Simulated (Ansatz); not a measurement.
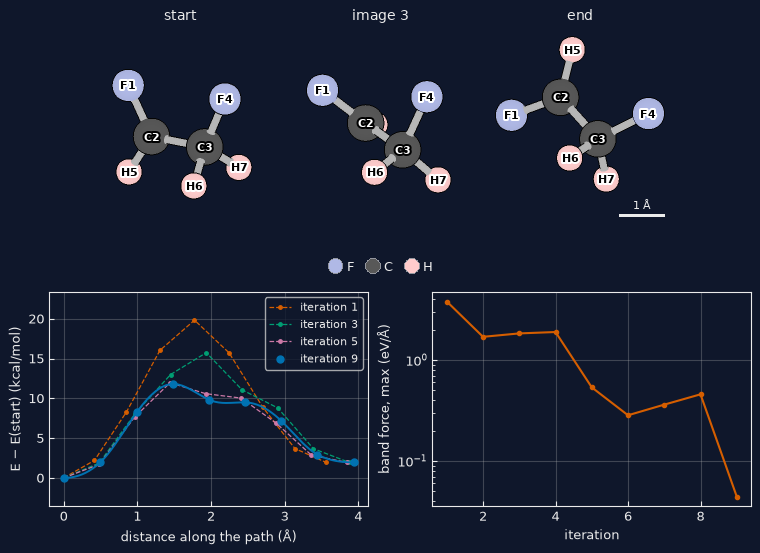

NEB run on C₂H₃F₂ (charge +1). Images are numbered from 0 (start) to 8 (end). The plot follows the band through its iterations. The picture is a ball-and-stick view, seen at a tilt.

Theory: RKS r2SCAN/def2-SVP (Ansatz 0.2.0).

The input:
```yaml
crystal:
  periodic: [false, false, false]
  atoms:
    - { symbol: F, position_ang: [-1.363184, 0.47517, -1.064972] }
    - { symbol: C, position_ang: [-0.330664, 0.639497, -0.381726] }
    - { symbol: C, position_ang: [0.271268, -0.478193, 0.302322] }
    - { symbol: F, position_ang: [-0.358592, -1.633442, 0.133782] }
    - { symbol: H, position_ang: [0.071495, 1.669312, -0.343216] }
    - { symbol: H, position_ang: [1.346253, -0.501549, -0.025978] }
    - { symbol: H, position_ang: [0.363424, -0.170795, 1.379788] }
total_charge: 1
basis:
  gaussian: { orbitals: def2-SVP }
hamiltonian:
  xc: r2scan
neb:
  order_check: false
  images: 7
  f_tol: 0.05
  max_iterations: 49
  initial_path: idpp
  final_atoms:
    - { symbol: F, position_ang: [0.05507864, 1.7468341, -0.37531658] }
    - { symbol: C, position_ang: [-0.40201788, 0.58113189, -0.41778289] }
    - { symbol: C, position_ang: [0.27773984, -0.47421429, 0.30537923] }
    - { symbol: F, position_ang: [-0.3193539, -1.65687187, 0.16848561] }
    - { symbol: H, position_ang: [-1.31968741, 0.43654395, -1.02234609] }
    - { symbol: H, position_ang: [1.34749577, -0.48390794, -0.03554299] }
    - { symbol: H, position_ang: [0.36074494, -0.14951583, 1.37712371] }
```

Run as
```bash
ansatz run input.yaml --threads 1 --pin off --max-ram 2048MiB --backend cpu --events-out ev --progress --plain --runs-dir out
```

> How did the profile develop, and is the result final?

The result is final at these settings. The band converged in 9 iterations. The largest component of the band force went from 3.8 to 0.044 eV/Å. The climbing image converged on the top of the path. Its vibrational analysis gives one imaginary mode (298i cm⁻¹), as a transition state must have. The first iteration put the highest image at 19.8 kcal/mol. Forward barrier 11.8 kcal/mol, backward barrier 9.9 kcal/mol, with image 3 at the top; the reaction energy is +2.0 kcal/mol.

Cost: 6 min on 1 thread of AMD EPYC (Zen 3), with other jobs on the host, peak memory 0.14 GiB.
